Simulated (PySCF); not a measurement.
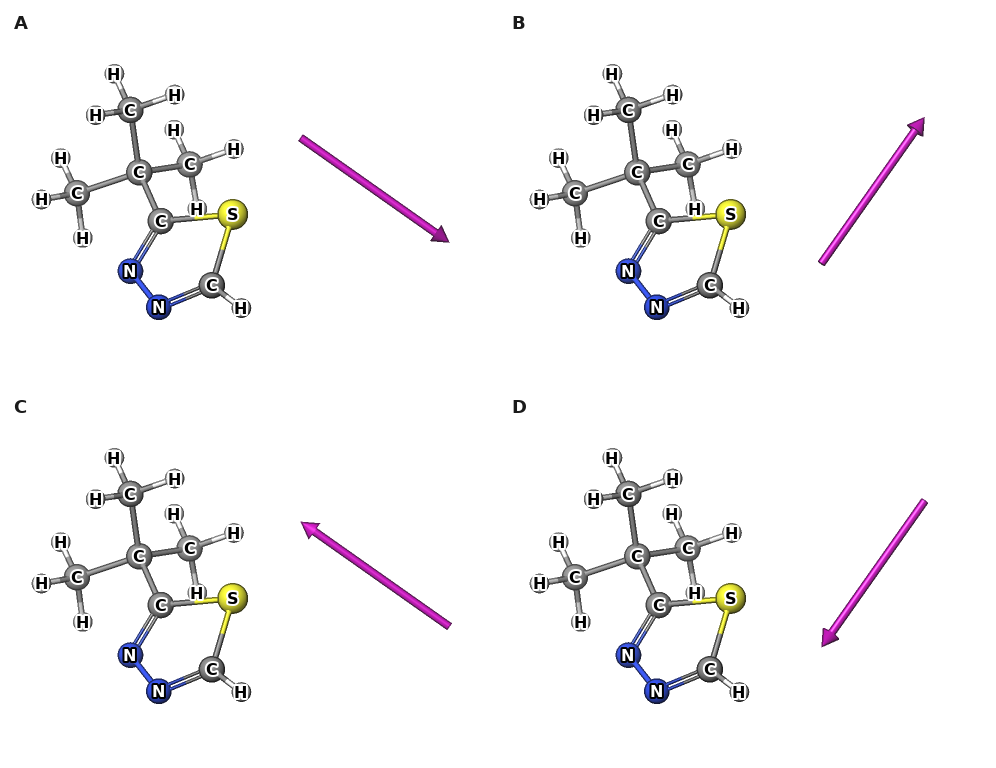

The same molecule four times, each with an arrow. The geometry was computed by an optimisation with GFN2-xTB. No frequency run is at hand to confirm it as a minimum. Level of theory: PBE0/pcSseg-1, gas phase (PySCF 2.14.0).

Which arrow points along the dipole moment, from the negative to the positive end?

B. The dipole moment is 3.16 D.
